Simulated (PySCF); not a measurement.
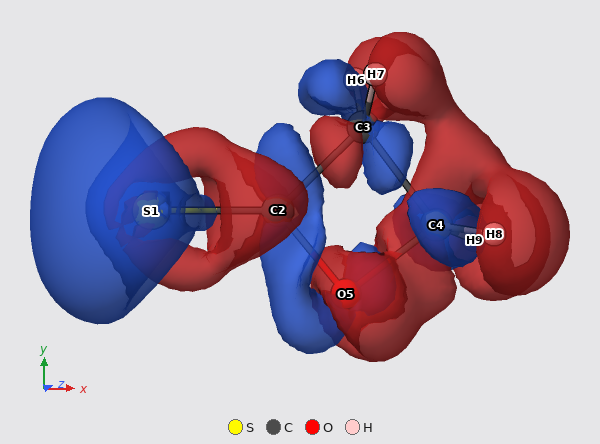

*C₃H₄OS, SMILES `S=C1CCO1`. Change of the electron density in a uniform field of 0.10 V/Å, surfaces at ±0.0008 e/Å³ (blue: gain, red: loss).*

Computed with PySCF, TPSSh/def2-SVPD, geometry: GFN2-xTB. No frequency check shows the geometry to be a minimum. GFN2-xTB bond lengths at metals and heavier atoms can be off by up to 0.1 Å and shapes distorted, which carries into these values.

The field was applied in both directions; the picture shows the one opposite to the script's first.

Along which Cartesian direction does the field point?

Answer. Along +x: electrons gather on the −x side, against the field.

What dipole is induced, and what polarisability does it imply?

Answer. The induced dipole is 0.43 D (along the field); α along this axis, from the fields in both directions, is 85 bohr³ (12.6 Å³).
